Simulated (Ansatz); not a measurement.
Fields on a plane of SiC (4H type, space group P6_3mc)

```
SiC
1.0
    3.07759     0.00000     0.00000
   -1.53880     2.66527     0.00000
    0.00000     0.00000    10.07638
Si C
4 4
Cartesian
  0.00000   0.00000   0.00305
  0.00000   0.00000   5.04124
  1.53880   0.88842   7.55978
  0.00000   1.77685   2.52159
  0.00000   0.00000   8.19078
  0.00000   0.00000   3.15259
  1.53880   0.88842   5.66505
  0.00000   1.77685   0.62686
```

The slice is a (-1 1 0 2) plane (indices of the conventional cell) through the point (0.333, 0.667, 0.062) (fractional), spanned by u = [110] and v = [1 -1 1] in vectors of this cell: u (3.08 Å) and v (11.40 Å, at 90° to u). It covers one period; positions are fractions (u, v).

Atoms on it: C at (0.00, 0.00). Other atoms lie within 1 Å of the plane.

Level of theory: r2SCAN (plane waves to 500 eV, PAW, scalar-relativistic; Ansatz, a program for electronic structure). k mesh 12×12×4. Near the nuclei the fields are pseudised (PAW); where an atom keeps semicore shells as valence, they peak there. SiC was relaxed with its symmetry unable to fall.

```
|999977664444667799|
|887766443333446677|
|555544221111224455|
|333322110000112233|
|333322111111112233|
|555544332222334455|
|887766554444556677|
|999988665555668899|
|999988775555778899|
|888877665555667788|
|555555444444445555|
|333322222222222233|
|222211111111111122|
|333322110000112233|
|665544220000224455|
|777755331111335577|
|887766332222336677|
|777755332222335577|
|555544332222334455|
|332222222222222222|
|001122334444332211|
|000022446666442200|
|002244668888664422|
|223355889999885533|
|334466889999886644|
|445566778888776655|
|444455555555555544|
|554444333333334444|
|666644332222334466|
|887766442222446677|
|999977554444557799|
|999988664444668899|
```
Scale: ten equal steps from -1.29 (start of '0') to 0.24 (end of '9'), in the order '0123456789'. Values: log₁₀ of the valence density in e/Å³. The map has 9 points along u (two characters each, u = 0 at the left) and 32 along v (v = 0 in the bottom row). The scale is logarithmic, as a density can span decades between atoms and voids.

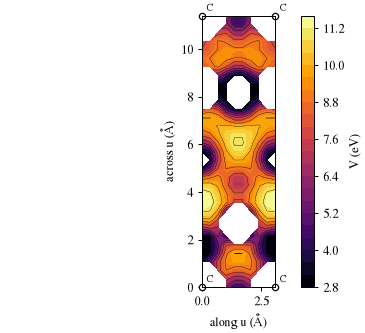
Figure. Electrostatic potential energy of an electron, from the cell's mean, in eV, one period of the plane, atoms marked. Points within 0.8 Å of a nucleus are left white, as the pseudised field means little there. Values under 3 eV are set to 3. The zero, the cell's mean, hangs on the PAW cores.
